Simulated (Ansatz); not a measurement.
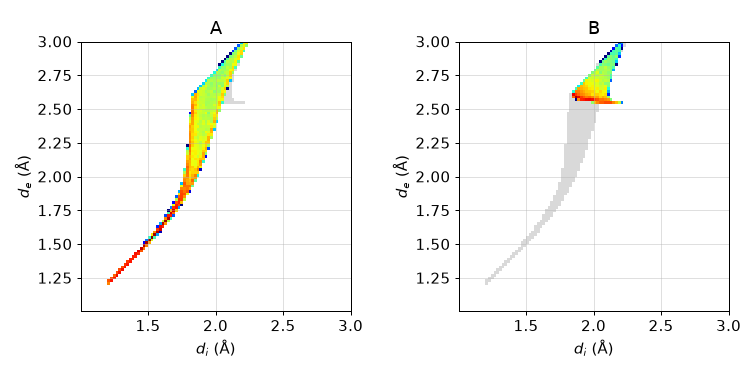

Fingerprint plots of the Hirshfeld surface computed for the GeF6 molecule in SiGeF$_{6}$ (Pm-3m), each panel colouring one kind of contact over the whole plot in grey. The kinds are F···F, F···Si, in shuffled order.

The surface is where the fragment's share of the procrystal density (the sum of the densities of spherically averaged neutral Hartree-Fock atoms) equals one half. d_i and d_e are the distances from the surface to the nearest nucleus inside and outside. Van der Waals radii (Alvarez): Si 2.19 Å, Ge 2.29 Å, F 1.46 Å.

Source of the atomic positions: the geometry relaxed with DFT PBE, scalar-relativistic, plane waves, PAW (Ansatz 0.2.0); the starting structure was generated, so it need not be a known form of this composition.

```xyz
8
Lattice="6.0502 0.0000 0.0000 0.0000 6.0502 0.0000 0.0000 0.0000 6.0502" Properties=species:S:1:pos:R:3 pbc="T T T"
Si    3.0251    3.0251    3.0251
Ge    0.0000    0.0000    0.0000
F     4.2345    0.0000    0.0000
F     1.8157    0.0000    0.0000
F     0.0000    4.2345    0.0000
F     0.0000    1.8157    0.0000
F     0.0000    0.0000    4.2345
F     0.0000    0.0000    1.8157
```

Q: Which panel shows which contact, and what share of the surface does each take?

A: A: F···F, 76 % of the area, smallest d_i + d_e about 2.4 Å. B: F···Si, 24 % of the area, smallest d_i + d_e about 4.4 Å.

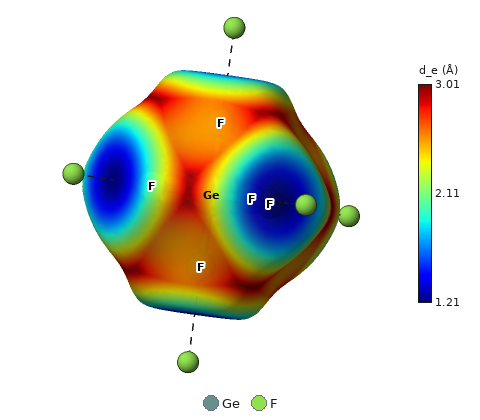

Hirshfeld surface computed for the GeF6 molecule in SiGeF₆ (Pm-3m, No. 221), coloured by d_e. Dashed lines lead to the closest neighbours outside.
